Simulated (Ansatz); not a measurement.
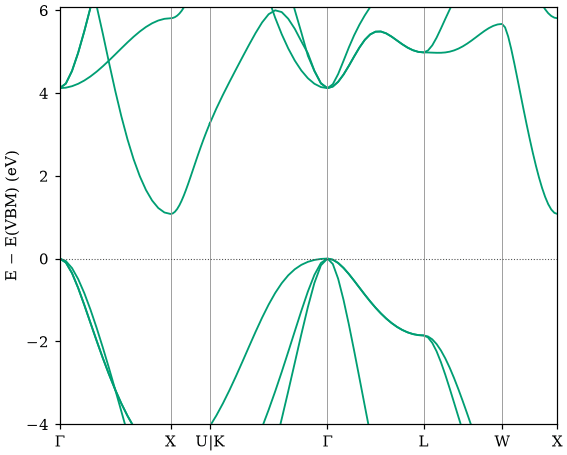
Figure. Band structure from the program Ansatz at the PBEsol level (PAW)

**Question.** Read off the gap and where the band edges lie.

**Answer.** About 1.1 eV (1.08 eV by a search for the band edges); maximum at Γ, minimum at X.

The material is Be₂C (fluorite or antifluorite type, space group No. 225).

Space group Fm-3m (fluorite or antifluorite type). Symmetry was held in the PBEsol relaxation.

Potentials: the later of the program's two PAW sets.
